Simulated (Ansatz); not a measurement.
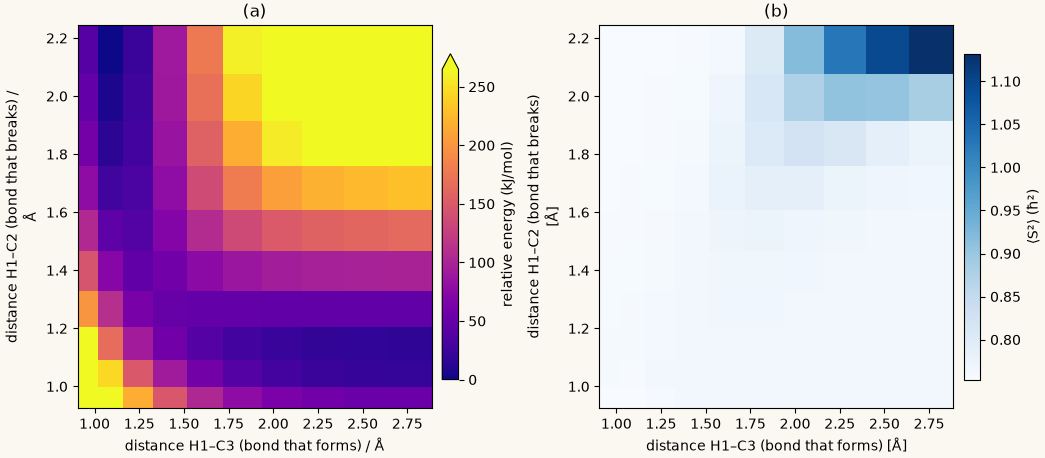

The reacting system C3H7 (fragments CH₄ + C₂H₃ where the first distance is long, C₂H₄ + CH₃ where the second is long), spin multiplicity 2. First axis: distance H1–C3 (bond that forms). Second axis: distance H1–C2 (bond that breaks). Relaxed at each point: all other coordinates. The grid has 10 × 10 points. Points are written as (first, second). Energies are in kJ/mol, from the lowest grid point. The calculation used UKS PBE0-D4/def2-SVP (Ansatz).

Panel (a) is the energy; panel (b) is the computed ⟨S²⟩, in ħ².

The picture shows one coloured cell a grid point, one colour for all values above the top of the scale.

**How does the ⟨S²⟩ vary over the map, and what is it at the lowest grid point?**

Leaving out the highest fifth of the energies, it runs from 0.75 ħ² at (0.963 Å, 2.163 Å) to 0.81 ħ² at (1.826 Å, 1.839 Å). At the lowest grid point, (1.078 Å, 2.163 Å), it is 0.75 ħ². That point lies on the edge of the scan.
